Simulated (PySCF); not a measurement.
System: C5H8ClF3Si (SMILES FCC(F)(F)[Si]1(CCl)CC1).

```xyz
18

F     1.8923    1.2407   -0.9698
C     2.3932    0.1190   -0.3601
C     1.3586   -0.4260    0.6158
F     1.4851   -1.7844    0.6688
F     1.6591   -0.0012    1.8845
Si   -0.4665    0.0657    0.1736
C    -0.8085    1.8900    0.5745
Cl   -2.5285    2.2271    0.2489
C    -1.7335   -1.3212    0.2427
C    -1.2919   -0.9282   -1.1913
H     2.5856   -0.6206   -1.1416
H     3.3202    0.4023    0.1467
H    -0.6307    2.1269    1.6219
H    -0.2279    2.5690   -0.0464
H    -1.4504   -2.3124    0.5659
H    -2.7588   -1.0942    0.4922
H    -2.0529   -0.4601   -1.7969
H    -0.7533   -1.6864   -1.7409
```

Geometry: GFN2-xTB.

These are results of PySCF, PBE0/pcSseg-1, SCF density, gas phase, non-relativistic, not measurements.

Question: Predict the electron density and electron localisation function between the atoms.

Answer: C–Si (1.90 Å): the density is about 0.93 e/Å³ at the midpoint; the ELF peaks at about 0.95 between the atoms (a shared electron pair).
C–H (1.08 Å): ρ is about 2 e/Å³ halfway; the ELF climbs to about 1 towards the hydrogen, as it does in any bond to H: a covalent bond by its length.

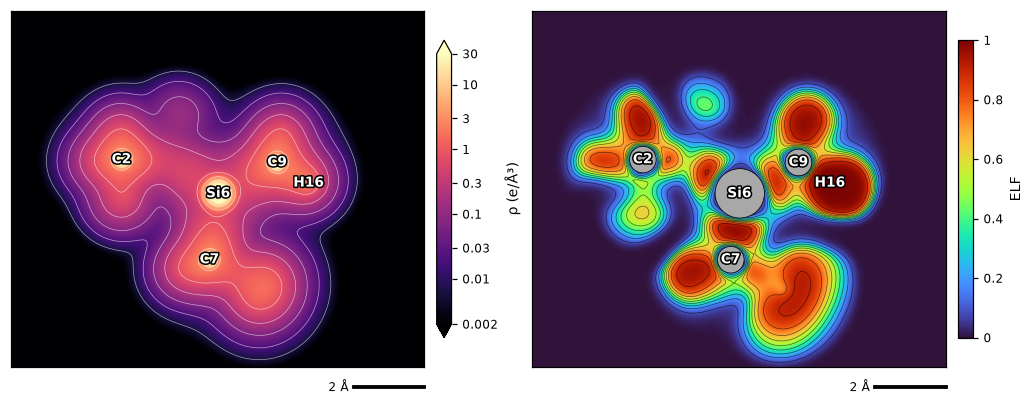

Computed electron density and electron localisation function on the plane of atoms Si6, C9 and H16, in this order. Grey discs cover the atomic cores in the ELF map. 
